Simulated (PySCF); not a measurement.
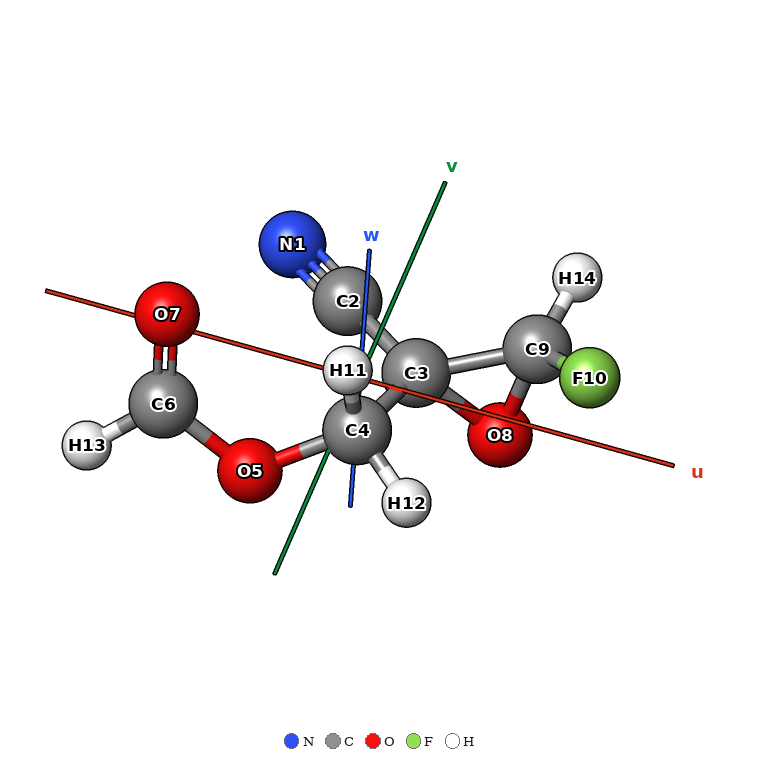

The lines u, v and w are the principal axes of the static dipole polarisability. The computed structure is the end point of a GFN2-xTB optimisation. No frequency run is at hand to confirm it as a minimum. Computed with ωB97X-D/def2-SVPD (PySCF 2.14.0).

### Along which axis is the molecule most polarisable, and along which least?

Most along u (close to the long direction O7···F10), least along w.

### Give the three principal values.

u 85.0, v 65.7, w 58.8 bohr³; mean 69.8, anisotropy 23.6 bohr³.
